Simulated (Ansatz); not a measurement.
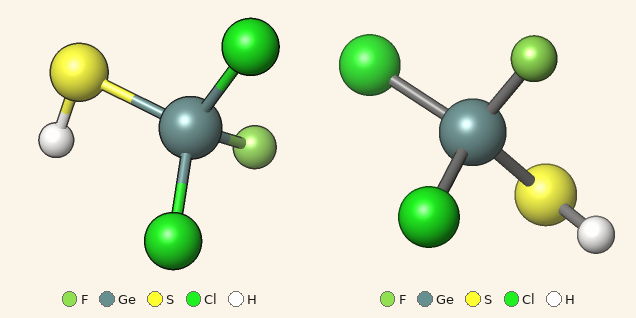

Both panels show the same species.

The geometry was computed by an optimisation with PBE0-D4/def2-TZVP.

What is the molecular formula?

Cl2FGeHS, 6 atoms: 2 chlorine, 1 fluorine, 1 germanium, 1 hydrogen and 1 sulfur.

How many bonds of each kind are drawn?

2 Cl–Ge, 1 F–Ge, 1 Ge–S, 1 S–H.

Give a SMILES string for it.

[F][Ge]([SH])([Cl])[Cl]

The parts below concern this one geometry. Atoms keep their numbers from picture to picture.

Geometry

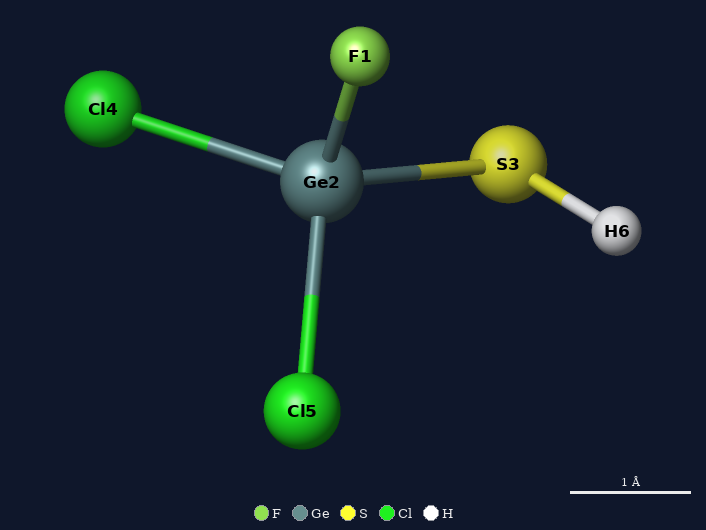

The atoms are numbered.

Which atoms are bonded, and how long are the bonds?

```json
{"bond": "F1–Ge2", "length (Å)": "1.720"}
{"bond": "Ge2–S3", "length (Å)": "2.181"}
{"bond": "Ge2–Cl4", "length (Å)": "2.115"}
{"bond": "Ge2–Cl5", "length (Å)": "2.121"}
{"bond": "S3–H6", "length (Å)": "1.346"}
```

Electronic properties

Method: RKS r2SCAN-D4/def2-TZVPP (Ansatz 0.2.0).

Computed properties:

- dipole moment: 1.70 D
- HOMO energy (Kohn–Sham orbital): −7.55 eV
- LUMO energy (Kohn–Sham orbital): −2.51 eV
- HOMO–LUMO gap: 5.04 eV

Vibrations

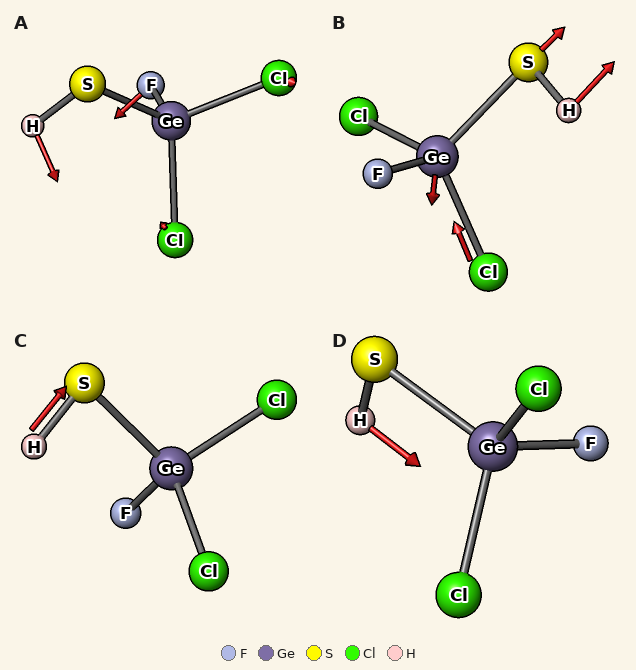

4 normal modes of one molecule or complex, as arrows. Harmonic vibrations computed with RKS PBE0-D4/def2-TZVP (Ansatz 0.2.0) at a stationary point of the same level.

Match the panels to the wavenumbers 209 cm⁻¹, 460 cm⁻¹, 771 cm⁻¹, 2702 cm⁻¹.

A: 209 cm⁻¹, Cl–Ge–F bending
B: 460 cm⁻¹
C: 2702 cm⁻¹, S–H stretching
D: 771 cm⁻¹, Ge–S–H bending

Charges

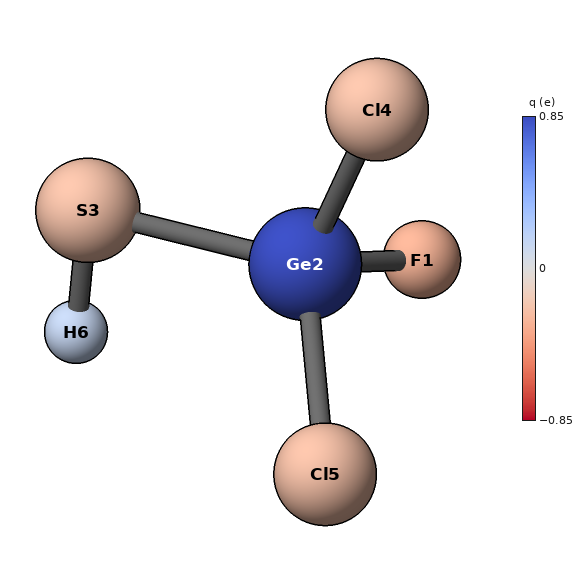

Atoms are coloured by their Mulliken charges. Properties computed with RKS PBE-D4/def2-TZVPP (Ansatz 0.2.0).

Which atom carries the highest charge (most positive or least negative)?

Ge2 (0.84 e).

And the lowest?

F1 (−0.30 e).

List the Mulliken charges.

```csv
atom,value (e)
F1,−0.30
Ge2,0.84
S3,−0.22
Cl4,−0.22
Cl5,−0.23
H6,0.14
```

Mulliken values depend strongly on the basis set and can even reverse the polarity of a bond.
